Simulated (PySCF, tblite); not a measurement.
# C3H7FSi: dynamics, then NMR shifts and electronic excitations on frames, part 2 of 2

tblite 0.8.0 and PySCF 2.14.0. Atoms count from 0.

### 8 TDDFT and polarisability: 625 fs, PBE0/def2-SVPD

The job: settings as JSON, then the geometry in Å.

```
{"job": {"kind": "uv", "xc": "PBE0", "basis": "def2-SVPD", "nstates": 5, "ntriplets": 0}, "charge": 0, "multiplicity": 1}
F     -3.001500     1.531700     1.746200
Si    -2.463800     0.093600     1.184000
C     -0.764600     0.163300     0.302000
C      0.214100    -0.791900     0.990900
C      0.519100     0.701900     0.891600
H     -2.376500    -0.659300     2.385800
H     -3.435400    -0.346100     0.176100
H     -0.740800    -0.132500    -0.706600
H      0.104200    -1.289500     1.907200
H      0.703700    -1.224400     0.185100
H      0.426700     1.199900     1.905800
H      1.102900     1.206400     0.114400
```

With the program's defaults for keys left out, this is: TDDFT PBE0/def2-SVPD, vertical, gas phase, core orbitals frozen in the response.

The log of the run:

```text
coarse grid: 10312 points
cycle   1  E = -507.1404336888  dE =  4.150e-01  |g| = 5.339e-01  |ddm| = 4.621e+00
cycle   2  E = -507.0787928300  dE =  6.164e-02  |g| = 8.188e-01  |ddm| = 1.359e+00
cycle   3  E = -507.1971717013  dE = -1.184e-01  |g| = 5.960e-02  |ddm| = 7.317e-01
cycle   4  E = -507.1977331336  dE = -5.614e-04  |g| = 3.130e-02  |ddm| = 1.188e-01
cycle   5  E = -507.1979713951  dE = -2.383e-04  |g| = 3.807e-03  |ddm| = 4.191e-02
cycle   6  E = -507.1979745114  dE = -3.116e-06  |g| = 1.281e-03  |ddm| = 1.199e-02
final grid: 94760 points
cycle   7  E = -507.2621834900  dE = -2.454e-05  |g| = 5.939e-03  |ddm| = 9.827e-02
cycle   8  E = -507.2621778174  dE =  5.673e-06  |g| = 7.572e-03  |ddm| = 1.780e-02
cycle   9  E = -507.2621929591  dE = -1.514e-05  |g| = 4.135e-04  |ddm| = 9.600e-03
cycle  10  E = -507.2621929911  dE = -3.206e-08  |g| = 1.815e-04  |ddm| = 8.303e-04
cycle  11  E = -507.2621929977  dE = -6.520e-09  |g| = 3.967e-05  |ddm| = 2.951e-04
cycle  12  E = -507.2621929980  dE = -3.147e-10  |g| = 1.201e-05  |ddm| = 7.323e-05
converged SCF energy = -507.2621929980

Static polarisability (au): isotropic 59.083, principal 53.722 54.953 68.574

Singlet excitations
state   eV       nm        f      main configurations
  1   6.8713    180.4   0.00157   H->L 0.98
  2   7.5245    164.8   0.02270   H->L+1 0.59, H-1->L 0.38
  3   7.5683    163.8   0.03470   H-1->L 0.57, H->L+1 0.39
  4   8.0552    153.9   0.00836   H-1->L+1 0.78, H-2->L 0.16
  5   8.1561    152.0   0.01429   H-2->L 0.73, H-1->L+1 0.12
```

Run time: 13 s. Hardware: 1 thread of Arm Neoverse V1, shared host; peak memory 0.71 GiB.

Key values: HOMO -8.11 eV, LUMO 0.08 eV; lowest singlet 6.87 eV.

### 9 NMR shieldings: 800 fs, PBE0/pcSseg-1

The job: settings as JSON, then the geometry in Å.

```
{"job": {"kind": "nmr", "xc": "PBE0", "basis": "pcSseg-1", "pop": false}, "charge": 0, "multiplicity": 1}
F     -2.744700     1.618400     1.625900
Si    -2.378300     0.258900     0.861700
C     -0.636900     0.389900     0.249700
C      0.346100    -0.766500     0.457000
C      0.435900     0.549000     1.249200
H     -2.703600    -1.008000     1.792700
H     -2.992300    -0.275800    -0.280200
H     -0.602000     1.187900    -0.471400
H      0.027800    -1.648900     0.910400
H      1.086800    -1.006200    -0.338700
H      0.263000     0.475600     2.374300
H      1.270200     1.131300     0.938400
```

Level: GIAO PBE0/pcSseg-1 NMR shielding, non-relativistic, gas phase.

The log of the run:

```text
coarse grid: 10312 points
cycle   1  E = -507.3687620361  dE =  4.761e-01  |g| = 5.556e-01  |ddm| = 3.031e+00
cycle   2  E = -507.3204789801  dE =  4.828e-02  |g| = 8.028e-01  |ddm| = 9.268e-01
cycle   3  E = -507.4254978647  dE = -1.050e-01  |g| = 5.725e-02  |ddm| = 5.592e-01
cycle   4  E = -507.4259829620  dE = -4.851e-04  |g| = 2.966e-02  |ddm| = 6.873e-02
cycle   5  E = -507.4261749481  dE = -1.920e-04  |g| = 4.472e-03  |ddm| = 2.651e-02
cycle   6  E = -507.4261794287  dE = -4.481e-06  |g| = 8.787e-04  |ddm| = 5.407e-03
final grid: 94760 points
cycle   7  E = -507.4612392805  dE = -2.375e-05  |g| = 6.575e-03  |ddm| = 2.116e-02
cycle   8  E = -507.4612328067  dE =  6.474e-06  |g| = 8.316e-03  |ddm| = 1.275e-02
cycle   9  E = -507.4612504909  dE = -1.768e-05  |g| = 4.057e-04  |ddm| = 7.155e-03
cycle  10  E = -507.4612505100  dE = -1.912e-08  |g| = 2.104e-04  |ddm| = 4.099e-04
cycle  11  E = -507.4612505172  dE = -7.203e-09  |g| = 3.613e-05  |ddm| = 1.509e-04
cycle  12  E = -507.4612505174  dE = -1.872e-10  |g| = 9.986e-06  |ddm| = 3.572e-05
converged SCF energy = -507.4612505174

GIAO shielding tensors (ppm)
atom      isotropic    diamagn.    paramagn.     s11        s22        s33       span
  0 F      394.483     466.179     -71.696    347.817    392.031    443.601     95.784
  1 Si     344.345     877.474    -533.128    272.077    307.807    453.151    181.075
  2 C      184.603     254.129     -69.526    148.133    192.904    212.771     64.638
  3 C      184.340     249.630     -65.290    149.518    178.614    224.888     75.371
  4 C      177.624     252.782     -75.158    149.553    171.788    211.532     61.979
  5 H       25.485      26.983      -1.498     22.444     24.685     29.327      6.882
  6 H       26.113      29.419      -3.306     22.492     24.949     30.899      8.407
  7 H       31.047      32.555      -1.508     24.756     28.008     40.377     15.621
  8 H       32.173      32.455      -0.282     25.690     29.319     41.510     15.820
  9 H       30.214      30.258      -0.044     24.351     25.981     40.310     15.959
 10 H       29.435      29.597      -0.162     24.152     26.149     38.004     13.852
 11 H       31.283      31.991      -0.708     25.282     27.056     41.512     16.230
```

Wall time 8.2 s (1 thread of Arm Neoverse V1, shared host); peak memory 0.62 GiB.

This run: δ C4 9.3, C3 2.6, C2 2.3, F0 -223.5, H5 6.23, H6 5.60 ppm.

### 10 Ultraviolet spectrum: 800 fs, PBE0/def2-SVPD

Settings changed since step 9:

```diff
@@ -1,2 +1,2 @@
-{"job": {"kind": "nmr", "xc": "PBE0", "basis": "pcSseg-1", "pop": false}, "charge": 0, "multiplicity": 1}
+{"job": {"kind": "uv", "xc": "PBE0", "basis": "def2-SVPD", "nstates": 5, "ntriplets": 0}, "charge": 0, "multiplicity": 1}
 F     -2.744700     1.618400     1.625900
```

With the program's defaults for keys left out, this is: TDDFT PBE0/def2-SVPD, vertical, gas phase, core orbitals frozen in the response.

The log of the run:

```text
coarse grid: 10312 points
cycle   1  E = -507.1381724504  dE =  4.375e-01  |g| = 5.092e-01  |ddm| = 4.556e+00
cycle   2  E = -507.0916460519  dE =  4.653e-02  |g| = 7.412e-01  |ddm| = 1.221e+00
cycle   3  E = -507.1899539718  dE = -9.831e-02  |g| = 5.815e-02  |ddm| = 6.470e-01
cycle   4  E = -507.1904944193  dE = -5.404e-04  |g| = 2.953e-02  |ddm| = 1.175e-01
cycle   5  E = -507.1907007798  dE = -2.064e-04  |g| = 4.241e-03  |ddm| = 4.290e-02
cycle   6  E = -507.1907053390  dE = -4.559e-06  |g| = 9.069e-04  |ddm| = 1.140e-02
final grid: 94760 points
cycle   7  E = -507.2564830771  dE = -2.032e-05  |g| = 6.297e-03  |ddm| = 8.437e-02
cycle   8  E = -507.2564764688  dE =  6.608e-06  |g| = 8.108e-03  |ddm| = 1.918e-02
cycle   9  E = -507.2564937765  dE = -1.731e-05  |g| = 4.123e-04  |ddm| = 1.040e-02
cycle  10  E = -507.2564938029  dE = -2.636e-08  |g| = 2.005e-04  |ddm| = 8.266e-04
cycle  11  E = -507.2564938099  dE = -7.019e-09  |g| = 3.116e-05  |ddm| = 2.621e-04
cycle  12  E = -507.2564938101  dE = -1.819e-10  |g| = 1.098e-05  |ddm| = 7.120e-05
converged SCF energy = -507.2564938101

Static polarisability (au): isotropic 60.358, principal 55.393 58.363 67.319

Singlet excitations
state   eV       nm        f      main configurations
  1   6.7855    182.7   0.00459   H->L 0.96
  2   7.1755    172.8   0.00305   H-1->L 0.94
  3   7.6701    161.6   0.00462   H->L+1 0.97
  4   7.9181    156.6   0.03113   H-3->L 0.62, H-2->L 0.31
  5   7.9480    156.0   0.03235   H-2->L 0.60, H-3->L 0.32
```

Run time: 14 s. Hardware: 1 thread of Arm Neoverse V1, shared host; peak memory 0.71 GiB.

Key values: HOMO -8.16 eV, LUMO -0.11 eV; lowest singlet 6.79 eV.

### 11 NMR shieldings: 1000 fs, PBE0/pcSseg-1

The job: settings as JSON, then the geometry in Å.

```
{"job": {"kind": "nmr", "xc": "PBE0", "basis": "pcSseg-1", "pop": false}, "charge": 0, "multiplicity": 1}
F     -3.022400     0.920300     2.336700
Si    -2.304600     0.156500     1.067200
C     -0.491200     0.032300     0.660100
C      0.331400    -1.270200     0.769100
C      0.518100    -0.306000     1.866700
H     -3.011000    -1.208300     1.161100
H     -2.956500     1.304100     0.337500
H     -0.097600     0.744800    -0.057500
H     -0.315400    -2.140900     1.018000
H      1.180400    -1.528500     0.106900
H     -0.034400    -0.650200     2.779900
H      1.478000     0.222000     1.893400
```

Method: GIAO PBE0/pcSseg-1 NMR shielding, non-relativistic, gas phase.

The log of the run:

```text
coarse grid: 10312 points
cycle   1  E = -507.3568932058  dE =  3.216e-01  |g| = 5.997e-01  |ddm| = 2.959e+00
cycle   2  E = -507.2800788007  dE =  7.681e-02  |g| = 9.486e-01  |ddm| = 1.205e+00
cycle   3  E = -507.4220163761  dE = -1.419e-01  |g| = 5.999e-02  |ddm| = 7.673e-01
cycle   4  E = -507.4225544170  dE = -5.380e-04  |g| = 3.387e-02  |ddm| = 7.150e-02
cycle   5  E = -507.4228270130  dE = -2.726e-04  |g| = 5.185e-03  |ddm| = 3.183e-02
cycle   6  E = -507.4228326345  dE = -5.621e-06  |g| = 1.568e-03  |ddm| = 5.687e-03
final grid: 94760 points
cycle   7  E = -507.4573115638  dE = -2.074e-05  |g| = 5.848e-03  |ddm| = 2.045e-02
cycle   8  E = -507.4573056115  dE =  5.952e-06  |g| = 7.572e-03  |ddm| = 1.121e-02
cycle   9  E = -507.4573205232  dE = -1.491e-05  |g| = 4.529e-04  |ddm| = 6.389e-03
cycle  10  E = -507.4573205517  dE = -2.852e-08  |g| = 2.242e-04  |ddm| = 4.712e-04
cycle  11  E = -507.4573205615  dE = -9.832e-09  |g| = 3.695e-05  |ddm| = 1.931e-04
cycle  12  E = -507.4573205618  dE = -2.374e-10  |g| = 9.676e-06  |ddm| = 4.092e-05
converged SCF energy = -507.4573205618

GIAO shielding tensors (ppm)
atom      isotropic    diamagn.    paramagn.     s11        s22        s33       span
  0 F      334.450     467.574    -133.124    256.472    304.775    442.104    185.632
  1 Si     318.564     873.727    -555.162    240.306    310.529    404.858    164.552
  2 C      187.279     255.822     -68.542    145.586    174.105    242.146     96.560
  3 C      165.393     248.215     -82.822    141.848    166.167    188.164     46.316
  4 C      176.063     253.595     -77.532    154.200    171.190    202.800     48.600
  5 H       25.625      26.552      -0.926     21.377     25.425     30.074      8.696
  6 H       24.507      27.508      -3.001     19.201     24.726     29.594     10.393
  7 H       31.508      33.385      -1.877     24.495     27.491     42.537     18.042
  8 H       30.192      29.950       0.242     24.436     27.090     39.049     14.613
  9 H       29.345      29.740      -0.395     24.658     25.335     38.042     13.384
 10 H       29.723      29.094       0.628     24.068     26.298     38.802     14.734
 11 H       29.890      30.022      -0.132     24.715     25.407     39.548     14.833
```

Run time: 8.6 s. Hardware: 1 thread of Arm Neoverse V1, shared host; peak memory 0.62 GiB.

Key values: δ C3 21.5, C4 10.9, C2 -0.4, F0 -163.5, H6 7.21, H5 6.09 ppm.

### 12 Ultraviolet spectrum: 1000 fs, PBE0/def2-SVPD

Settings changed since step 11:

```diff
@@ -1,2 +1,2 @@
-{"job": {"kind": "nmr", "xc": "PBE0", "basis": "pcSseg-1", "pop": false}, "charge": 0, "multiplicity": 1}
+{"job": {"kind": "uv", "xc": "PBE0", "basis": "def2-SVPD", "nstates": 5, "ntriplets": 0}, "charge": 0, "multiplicity": 1}
 F     -3.022400     0.920300     2.336700
```

Level: TDDFT PBE0/def2-SVPD, vertical, gas phase, core orbitals frozen in the response.

The log of the run:

```text
coarse grid: 10312 points
cycle   1  E = -507.1300821304  dE =  2.801e-01  |g| = 5.472e-01  |ddm| = 4.259e+00
cycle   2  E = -507.0489497280  dE =  8.113e-02  |g| = 9.017e-01  |ddm| = 1.368e+00
cycle   3  E = -507.1894801333  dE = -1.405e-01  |g| = 6.359e-02  |ddm| = 7.544e-01
cycle   4  E = -507.1901607390  dE = -6.806e-04  |g| = 3.361e-02  |ddm| = 1.183e-01
cycle   5  E = -507.1904462129  dE = -2.855e-04  |g| = 4.966e-03  |ddm| = 4.690e-02
cycle   6  E = -507.1904522253  dE = -6.012e-06  |g| = 1.615e-03  |ddm| = 1.267e-02
final grid: 94760 points
cycle   7  E = -507.2555272733  dE = -1.855e-05  |g| = 5.700e-03  |ddm| = 8.562e-02
cycle   8  E = -507.2555209452  dE =  6.328e-06  |g| = 7.530e-03  |ddm| = 1.578e-02
cycle   9  E = -507.2555361882  dE = -1.524e-05  |g| = 4.506e-04  |ddm| = 8.944e-03
cycle  10  E = -507.2555362254  dE = -3.723e-08  |g| = 1.886e-04  |ddm| = 8.155e-04
cycle  11  E = -507.2555362328  dE = -7.389e-09  |g| = 3.276e-05  |ddm| = 3.348e-04
cycle  12  E = -507.2555362330  dE = -1.986e-10  |g| = 1.340e-05  |ddm| = 6.685e-05
converged SCF energy = -507.2555362330

Static polarisability (au): isotropic 62.873, principal 55.297 57.859 75.462

Singlet excitations
state   eV       nm        f      main configurations
  1   6.4037    193.6   0.02099   H->L 0.92
  2   6.6940    185.2   0.02631   H-1->L 0.90
  3   7.2881    170.1   0.03688   H-2->L 0.93
  4   7.6579    161.9   0.00610   H->L+1 0.66, H-3->L 0.24
  5   7.8683    157.6   0.02156   H-3->L 0.71, H->L+1 0.24
```

Wall time 14 s (1 thread of Arm Neoverse V1, shared host); peak memory 0.7 GiB.

Key values: HOMO -8.35 eV, LUMO -0.61 eV; lowest singlet 6.40 eV.

### 13 Comparing the runs: NMR shifts

Shifts (ppm) of some atoms, chosen among heavy atoms and hydrogens apart, with basis size and wall time:

| frame | C3 | C2 | C4 | H9 | H10 | F0 | Si1 | functions | time |
| --- | --- | --- | --- | --- | --- | --- | --- | --- | --- |
| 250 fs | 4.3 | 3.6 | 0.0 | 1.72 | -0.78 | -207.5 | 22.7 | 127 | 10 s |
| 425 fs | 8.3 | 6.3 | 3.6 | 0.50 | 1.61 | -207.9 | 25.2 | 127 | 8.7 s |
| 625 fs | 1.0 | 3.1 | 8.2 | -0.67 | 1.98 | -207.3 | 17.1 | 127 | 8.2 s |
| 800 fs | 2.6 | 2.3 | 9.3 | 1.50 | 2.28 | -223.5 | 4.8 | 127 | 8.2 s |
| 1000 fs | 21.5 | -0.4 | 10.9 | 2.37 | 1.99 | -163.5 | 30.6 | 127 | 8.6 s |

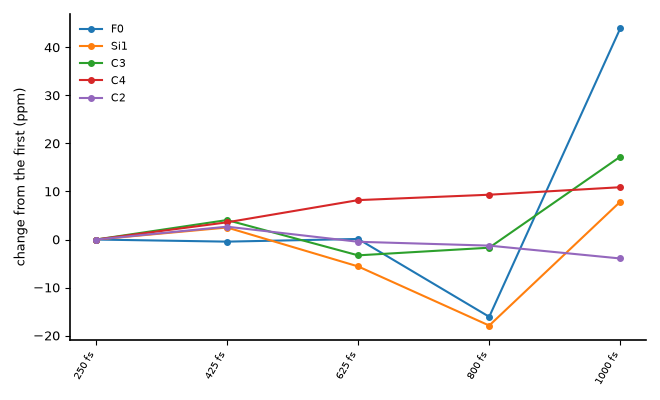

How five of the tabulated atoms move from run to run.

### 14 Comparing the runs: electronic excitations

Excitations and ground-state properties, with basis size and wall time:

| frame | lowest singlet (eV) | brightest (eV) | f | gap (eV) | α (Å³) | μ (D) | functions | time |
| --- | --- | --- | --- | --- | --- | --- | --- | --- |
| 250 fs | 6.39 | 7.78 | 0.020 | 7.70 | 8.96 | 2.08 | 163 | 15 s |
| 425 fs | 6.90 | 6.90 | 0.051 | 8.08 | 9.07 | 2.33 | 163 | 13 s |
| 625 fs | 6.87 | 7.57 | 0.035 | 8.20 | 8.76 | 2.32 | 163 | 13 s |
| 800 fs | 6.79 | 7.95 | 0.032 | 8.05 | 8.94 | 1.41 | 163 | 14 s |
| 1000 fs | 6.40 | 7.29 | 0.037 | 7.74 | 9.32 | 3.29 | 163 | 14 s |

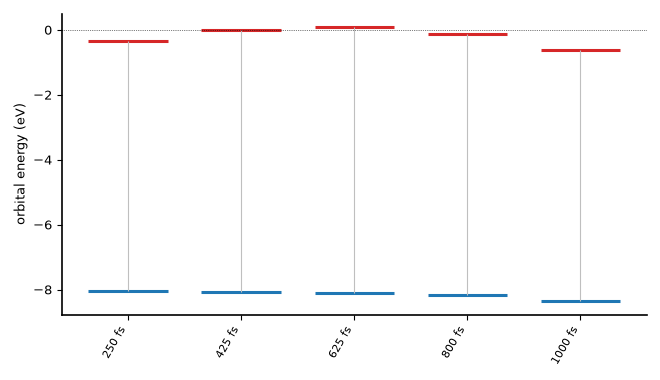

HOMO (blue) and LUMO (red) run by run.

### 15 Results

This closing draws on all 2 parts.

| quantity | value |
| --- | --- |
| thermostat | 600 K |
| mean temperature, second half | 602 K |
| mean potential energy above the minimum | 0.80 eV |
| 13C shifts against TMS (PBE0/pcSseg-1, 250 fs) | 4.3, 3.6, 0.0 ppm |
| 1H shifts against TMS (PBE0/pcSseg-1, 250 fs) | 6.34, 5.69, 1.72, 0.91, 0.84, 0.06, -0.78 ppm |
| 19F shifts against CFCl3 (PBE0/pcSseg-1, 250 fs) | -207.5 ppm |
| 29Si shifts against TMS (PBE0/pcSseg-1, 250 fs) | 22.7 ppm |
| lowest singlet (PBE0/def2-SVPD, 250 fs) | 6.39 eV (194 nm), f = 0.004 |
| brightest single state of those computed | state 4, 7.78 eV, f = 0.020 |
| range of the shift of F0 | -223.5 to -163.5 ppm |
| range of the lowest singlet | 6.39 to 6.90 eV |

**Reading.** In the second half the potential energy averages 0.80 eV above the minimum; equipartition over 30 harmonic modes at 600 K would give 0.78 eV. With 12 atoms the temperature swings widely (371 to 1000 K). Shifts at one fixed geometry are not the observed spectrum, which averages over the motion. In the first frame run (250 fs): Shielding is most anisotropic at Si1 (span 118 ppm, paramagnetic term -550 ppm). The lowest singlet, at 6.39 eV, is HOMO→LUMO 0.98 and is weak; of the 5 states computed, the strongest absorption comes from state 4 at 7.78 eV. Across the 5 runs the shift of F0 moves most, between -223.5 (800 fs) and -163.5 ppm (1000 fs). The lowest singlet runs from 6.39 eV (250 fs) to 6.90 eV (425 fs), while the orbital gap spans 7.70 to 8.20 eV. The lowest state need not be the same one in every run.
